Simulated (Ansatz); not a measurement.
**H₅NSi···HCl···NH₃: density, localisation and related maps**

```
atom    x (Å)    y (Å)    z (Å)
  Si  -1.2716   0.7443  -1.1587
  Cl   0.2034  -2.6548  -0.9067
   H  -0.2592   0.3594  -2.1909
   H  -2.1506  -0.3831  -0.7230
   H  -2.1428   1.8404  -1.7333
   H   0.8440  -0.0777   0.9254
   N  -0.3750   1.3013   0.2887
   H   0.8599  -1.8897   0.1248
   N   1.4072  -0.9434   1.1144
   H   0.2014   2.1349   0.1125
   H  -0.9941   1.5333   1.0769
   H   2.4047  -0.7362   0.9773
   H   1.2727  -1.2291   2.0926
```

Theory: UKS PBE/def2-SVP (Ansatz 0.2.0).

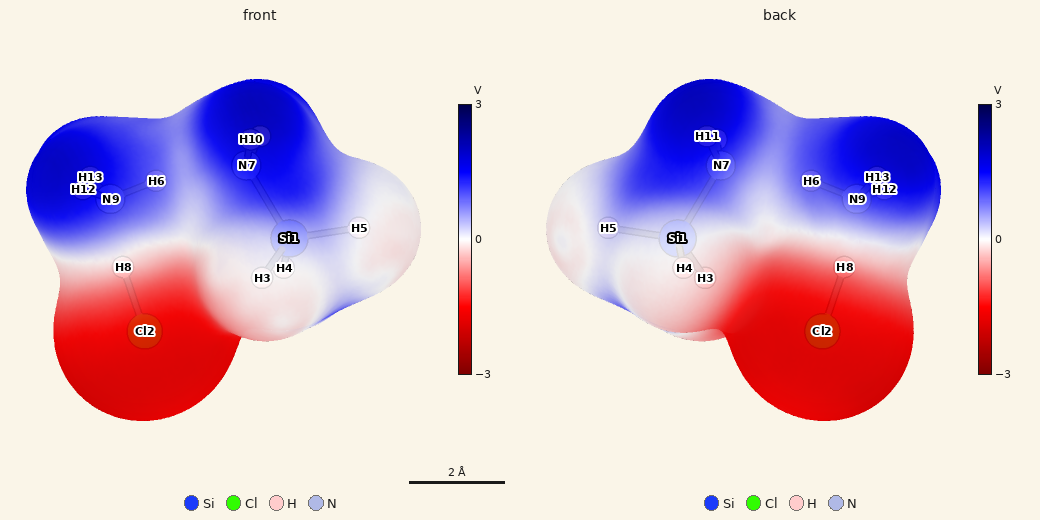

Figure 1. The molecular electrostatic potential painted on the density surface at 0.002 e/bohr³, seen from the front and from behind; red is negative and blue positive.

Where is the surface potential most negative and most positive?

The most negative region (about −1.8 V) lies over Cl2, the most positive (about +2.0 V) over H10, H11 and H13.

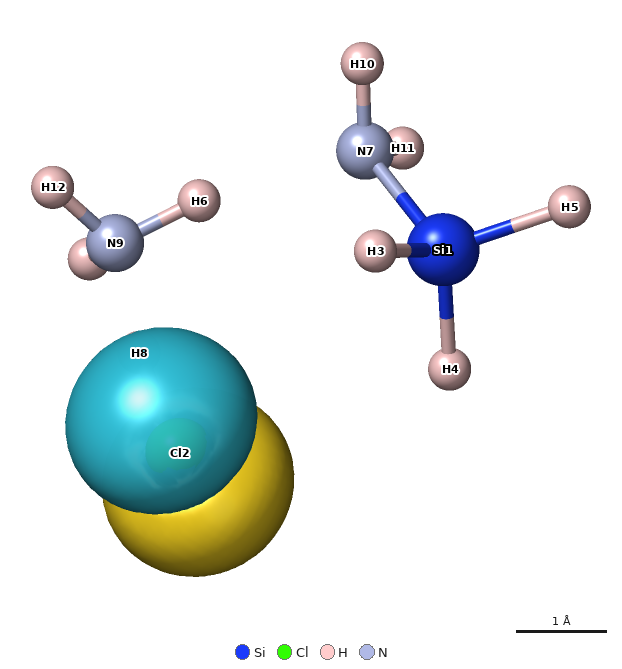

Figure 2. One frontier orbital at ±0.15 Å⁻³ᐟ² (yellow and cyan are the two phases), seen at a tilt.

Which orbital is it: HOMO or LUMO?

The HOMO, at −5.28 eV. By Hirshfeld shares it lies mainly on Cl2 (about 95 %); largely a lone pair of Cl2.

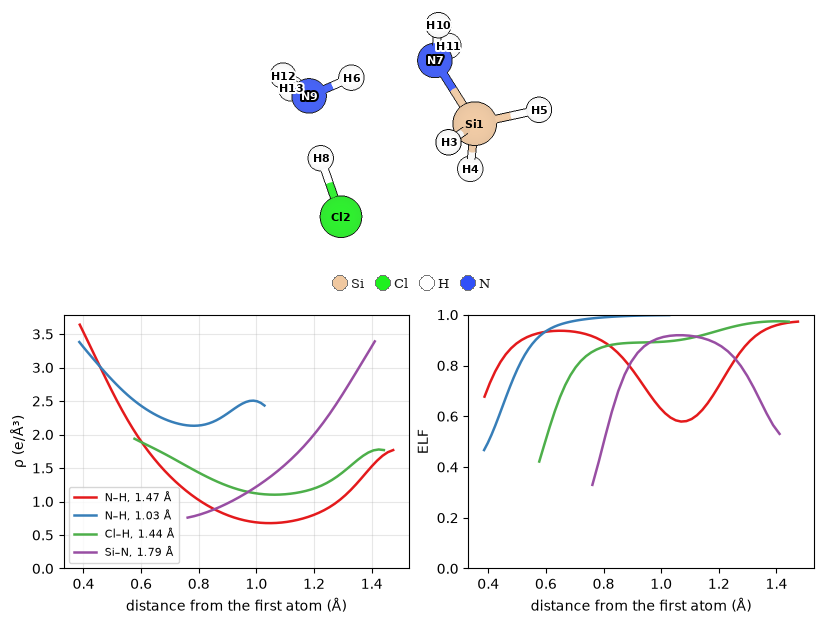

Figure 3. Electron density and electron localisation function along straight lines between neighbouring atoms. The curves leave out the atomic cores. The structure is drawn too.

What can be read from the curves?

N9···H8 (1.47 Å): the density falls to about 0.68 e/Å³ on the way; the ELF peaks at about 0.95 between the atoms.
N–H (1.03 Å): the density is about 2.7 e/Å³ at the midpoint; the ELF climbs to about 1 towards the hydrogen, as it does in any bond to H (an ordinary covalent bond to hydrogen).
Cl–H (1.44 Å): ρ is about 1.6 e/Å³ halfway; the ELF climbs to about 0.95 towards the hydrogen; an ordinary covalent bond to hydrogen.
Si–N (1.79 Å): ρ is about 0.96 e/Å³ halfway; the ELF peaks at about 0.90 between the atoms, as expected for a shared but strongly polarised pair.
